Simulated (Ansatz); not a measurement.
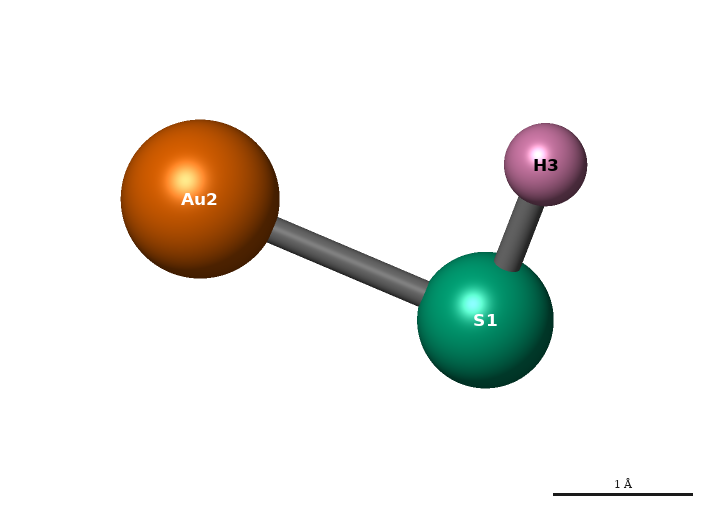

Simulated data, not a measurement (program: Ansatz).

The view is orthographic, and the bar gives the scale. The species is neutral and a spin singlet. Geometry: moved along internal coordinates away from the minimum.

Give an XYZ file in the frame of the picture: x to the right, y up, z towards the viewer, origin at the mean of the atomic positions.

```xyz
3
AuHS
S    0.54  -0.67  -0.22
Au  -1.52   0.21  -0.16
H    0.98   0.46   0.38
```
